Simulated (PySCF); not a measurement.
System: C₆H₁₀NSi (SMILES [SiH3]Cc1cc[nH+]cc1) (charge +1).

Input

```
{"job": {"kind": "nmr", "xc": "PBE0", "basis": "pcSseg-1"}, "charge": 1, "multiplicity": 1}
Si    -2.494230    -0.477137    -1.038552
C     -1.579865     0.633436     0.308644
C     -0.163918     0.347947     0.295844
C      0.392472    -0.677109     1.089199
C      1.730228    -0.952700     1.031386
N      2.535809    -0.254627     0.211864
C      2.055019     0.725719    -0.572817
C      0.724892     1.041043    -0.552322
H     -2.202200    -1.858787    -0.661195
H     -3.895095    -0.101793    -0.926730
H     -1.870525    -0.128797    -2.313781
H     -2.036063     0.392004     1.264447
H     -1.790685     1.666644     0.047903
H     -0.240124    -1.240885     1.755855
H      2.184185    -1.722938     1.635724
H      3.527780    -0.466816     0.191299
H      2.759021     1.247165    -1.202989
H      0.354539     1.833947    -1.182101
```

Launched as:

```sh
OMP_NUM_THREADS=1 python probes_run.py task.json out
```

Geometry: GFN2-xTB.

The calculation used PBE0/pcSseg-1, SCF density, gas phase, non-relativistic in PySCF.

**What can the converged electron density and electron localisation function tell about the bonding?**

C–N (1.34 Å): the density is about 2.4 e/Å³ at the midpoint; the ELF peaks at about 0.90 between the atoms: localised, covalent bonding.
C–C (1.37 Å): the density is about 2.2 e/Å³ at the midpoint; the ELF peaks at about 0.95 between the atoms: a covalent bond.
N–H (1.01 Å): ρ at the midpoint is about 3 e/Å³; the ELF climbs to about 1 towards the hydrogen, as it does in any bond to H; an ordinary covalent bond to hydrogen.
C–C (1.41 Å): ρ is about 2 e/Å³ halfway; the ELF peaks at about 0.95 between the atoms (localised, covalent bonding).

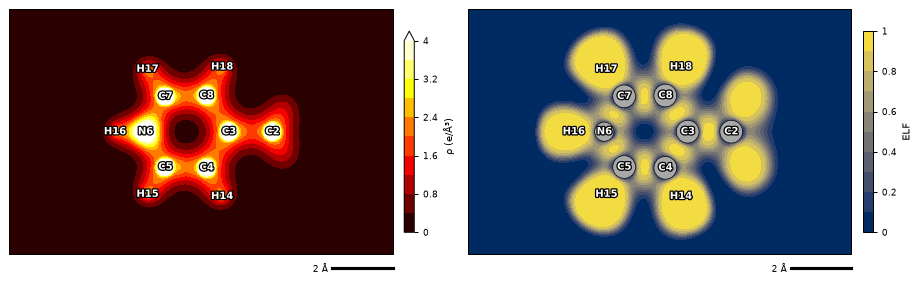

Computed electron density and electron localisation function on the plane of atoms C4, C5 and N6, in this order. Grey discs cover the atomic cores in the ELF map. 
